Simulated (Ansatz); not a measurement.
# Single-point calculation of AlSiH3O

AlSiH3O, computed with RKS B3LYP-D4/def2-TZVPP (Ansatz 0.2.0).

The geometry comes from this level: PBE0-D4/def2-TZVP.

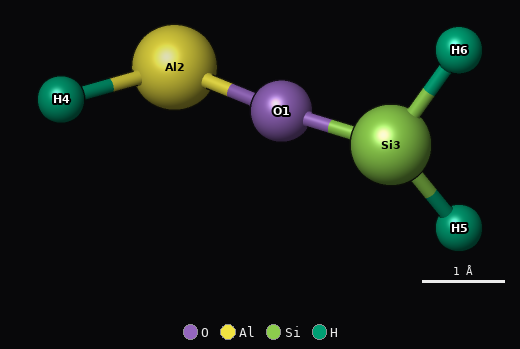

Figure 1. The structure as given in the input (ball-and-stick view, seen at a tilt; atoms are numbered from 1 in the order of the input). Sticks mark near contacts. Bond lengths as drawn: Al–H 1.62 Å, Al–O 1.74 Å, H–Si 1.49 Å and O–Si 1.60 Å.

### Summary

```tsv
quantity	value
outcome	converged
total energy	−16572.5453 eV
mean-field energy	−16572.3380 eV
dispersion energy	−0.2072 eV
SCF solution under orbital rotations	stable
hardware	2 threads of Arm Neoverse V2, 23 GiB of memory available, shared host
wall time	2 s (CPU time 3.8 s)
peak memory	0.28 GiB
```

### Input
```yaml
crystal:
  periodic: [false, false, false]
  atoms:
    - {symbol: O, position_ang: [0.075653, -0.303754, 0.039199]}
    - {symbol: Al, position_ang: [0.117098, -2.035136, 0.143461]}
    - {symbol: Si, position_ang: [-0.170072, 1.269592, -0.119235]}
    - {symbol: H, position_ang: [1.603475, -2.463544, 0.621605]}
    - {symbol: H, position_ang: [-0.453610, 1.704433, -1.515644]}
    - {symbol: H, position_ang: [-1.172543, 1.828409, 0.830614]}
basis:
  gaussian: {orbitals: def2-TZVPP}
hamiltonian: {xc: {name: B3LYP}, dispersion: d4}
```

Launch command:
```bash
ansatz run in.yaml --threads 2 --pin off --events-out ev --progress --plain --max-ram 4352MiB
```

### Log
```
Functional definition: B3LYP
  name "B3LYP"
  cite "Stephens, Devlin, Chabalowski & Frisch, J. Phys. Chem. 98, 11623 (1994) doi:10.1021/j100096a001"
  cite "Becke, Phys. Rev. A 38, 3098 (1988) doi:10.1103/PhysRevA.38.3098"
  cite "Lee, Yang & Parr, Phys. Rev. B 37, 785 (1988) doi:10.1103/PhysRevB.37.785"
  cite "Vosko, Wilk & Nusair, Can. J. Phys. 58, 1200 (1980) doi:10.1139/p80-159"
  parameter a0 = 0.2
  parameter ax = 0.72
  parameter ac = 0.81
  exchange = (1 - a0 - ax)*slater_x + ax*b88_x + a0*exact_x
  correlation = (1 - ac)*vwn_rpa_c + ac*lyp_c
912 factors; their error is unknown
mean field evaluation 1: about -16563.0202 eV, gradient 6.6e1 eV
mean field evaluation 2: about -16479.2091 eV, gradient 1.8e2 eV
mean field evaluation 4: about -16565.5499 eV, gradient 3.4e1 eV
mean field evaluation 8: about -16572.3165 eV, gradient 2.7e-1 eV
mean field evaluation 16: about -16572.3378 eV, gradient 6.3e-4 eV
mean field -16572.33778901 eV, -609.0221806120 hartree, gradient 6.6e-5 eV, S^2 0.000000; 0 other end points of the search recorded, 0 dependent functions left out
reference -16572.33804143 eV, -609.0221898885 hartree; 19, 19 occupied and 138, 138 virtual orbitals, 912 factors
Total energy: -16572.54526705 eV, -609.0298052896 hartree
```
